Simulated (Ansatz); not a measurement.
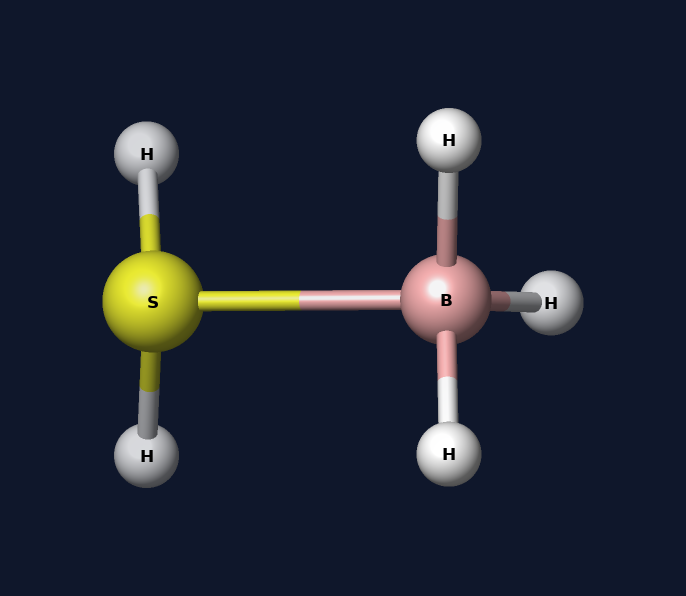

The picture shows a molecular structure as a ball-and-stick model. Every bond is drawn as one stick, whatever its order.

Computed geometry: PBE0-D4/def2-TZVP optimisation.

Question: Which formula does it have?

Answer: BH5S, 7 atoms: 1 boron, 5 hydrogen and 1 sulfur.

Question: Give the symmetry (Schoenflies symbol).

Answer: Cs.

Question: Count the bonded pairs by element.

Answer: 3 B–H, 2 S–H, 1 B–S. Sticks follow a distance rule.

Question: How many atoms are distinct by symmetry?

Answer: 5: 1 B, 1 H, 2 H, 2 H, 1 S.

More results for the same structure follow; atom numbers are the same in all pictures, views and colours differ.

**Dipole moment**

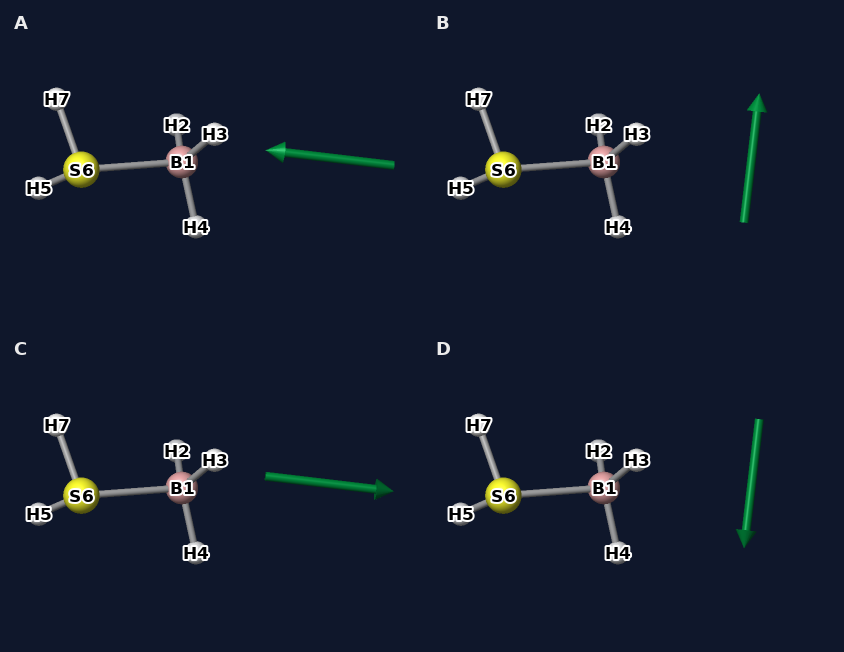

The same molecule four times, each with an arrow. Properties computed with RKS PBE0-D4/def2-TZVP (Ansatz 0.2.0).

Question: Which arrow points along the dipole moment, from the negative to the positive end?

Answer: A. The dipole moment is 3.90 D; it points from the side of H3, H4 to the side of H5, H7 (the outermost atoms at the two ends).

**Electronic properties**

Properties computed with RKS B3LYP-D4/def2-TZVPP (Ansatz 0.2.0).

Question: Estimate the dispersion correction.

Answer: −13.7 kJ/mol.

**Vibrations**

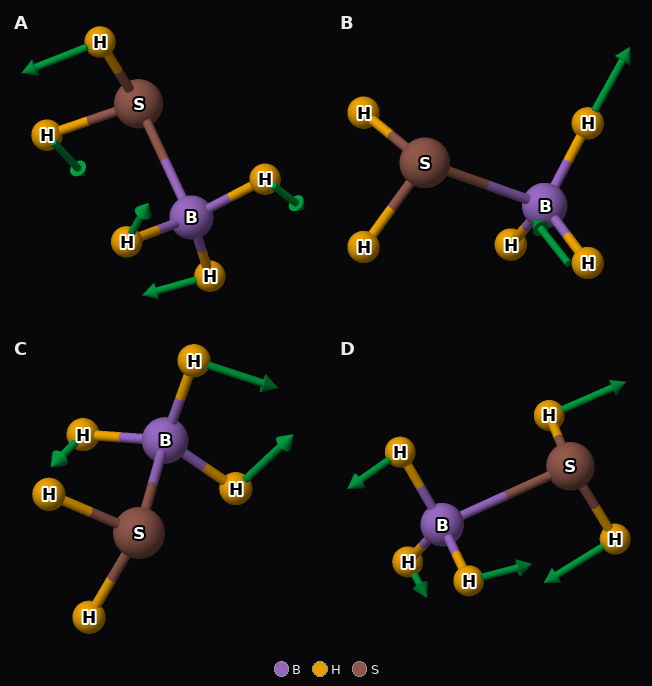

4 normal modes of one molecule or complex, as arrows. Harmonic vibrations computed with RKS PBE0-D4/def2-TZVP (Ansatz 0.2.0) at a stationary point of the same level.

Question: Match the panels to the wavenumbers 247 cm⁻¹, 493 cm⁻¹, 1149 cm⁻¹, 2553 cm⁻¹.

Answer: A: 247 cm⁻¹, a torsion or out-of-plane motion in which bond lengths and bond angles hardly change
B: 2553 cm⁻¹, out-of-phase stretching of 2 B–H bonds
C: 1149 cm⁻¹, H–B–H bending
D: 493 cm⁻¹, angle bending
